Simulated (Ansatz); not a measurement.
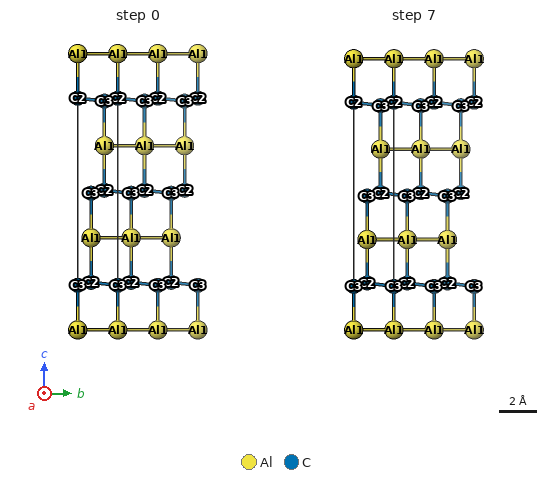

The structure of a crystal of AlC2 (built on the cadmium chloride_166 type) before (left) and after (right) a relaxation, at one scale.

Style: ball-and-stick. Shown: the conventional cell (3 times the calculation's cell), repeated 1 × 3 × 1 with one cell outlined, along the a axis. Lengths and directions refer to the drawn axes.

Case: cadmium chloride type (R-3m, No. 166).

All numbers below come from DFT PBE, scalar-relativistic, plane waves, PAW (Ansatz 0.2.0). (plane-wave cutoff 420 eV; k-point mesh 24 × 24 × 24; occupations gaussian; smearing width 0.1 eV; no spin polarisation; cell and atoms relaxed; force threshold 0.01 eV/Å; at most 80 steps)

What changed between the two?

Answer. Over 5 accepted moves (7 points after the start) the energy falls by 1.6 meV per atom. The largest force component goes from 0.098 to 0.00021 eV/Å. Pressure: 0.47 GPa at the start and 0.00 GPa at the end. The SCF was repeated twice at an unchanged geometry on a basis and grid sized afresh for the cell, which shifted the energy by 0.3 meV per atom at most. The largest moves relative to the cell, 0.017 Å, are those of C2 and C3. C2 goes along +c. Al stays in place. Cell: a = b 2.565 → 2.573 Å (+0.3 %), c 15.317 → 15.031 Å (−1.9 %). Volume −1.3 %. Near-neighbour distances that change, for instance: Al1–C2 2.470 → 2.407 Å, C2–C3 1.490 → 1.498 Å, Al1–Al1 2.565 → 2.573 Å. The space group stays R-3m (No. 166). Cost: 4.2 min on 1 thread of Arm Neoverse V1, with other jobs on the host, peak memory 0.68 GiB.
